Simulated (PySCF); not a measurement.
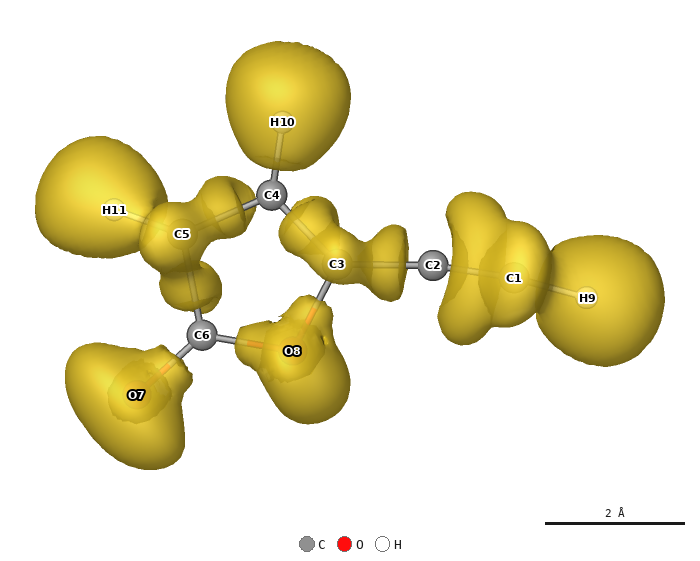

*C6H3O2 (SMILES C#Cc1ccc([O-])o1) (charge −1). Isosurface of the ELF at 0.75 (yellow), seen across its widest extent. Only the valence region is drawn (cores and ρ < 0.01 e/Å³ removed).*

Geometry: GFN2-xTB, MD frame at 250 fs, 600 K.

These are results of PySCF, PBE0/pcSseg-1, SCF density, gas phase, non-relativistic, not measurements.

```xyz
11

C     2.8083   -1.1093   -0.7544
C     1.7550   -0.5640   -0.6459
C     0.5100   -0.1105   -0.2614
C    -0.0705    1.1375   -0.2011
C    -1.4466    1.0176    0.0630
C    -1.7138   -0.4373   -0.2066
O    -2.8409   -0.9509    0.0783
O    -0.5177   -1.0808   -0.2245
H     3.6179   -1.7013   -1.2220
H     0.4776    2.0699    0.0095
H    -2.3123    1.6785   -0.0231
```

Question: Describe the localisation domains.

Answer: At this value the surface marks out two regions around hydrogen nuclei, one region on C in which the atom's valence shell and bonds are merged, two regions on O in which the atom's valence shell and bonds are merged and one joined region spread over several atoms (C, H), in which their bonds and any lone pairs are merged. Profiles from the grid: C–C (1.19 Å): the ELF peaks at about 0.85 between the atoms: a multiple bond. C–O (1.27 Å): the ELF peaks at about 0.85 between the atoms, as expected for a short, strongly polar bond.
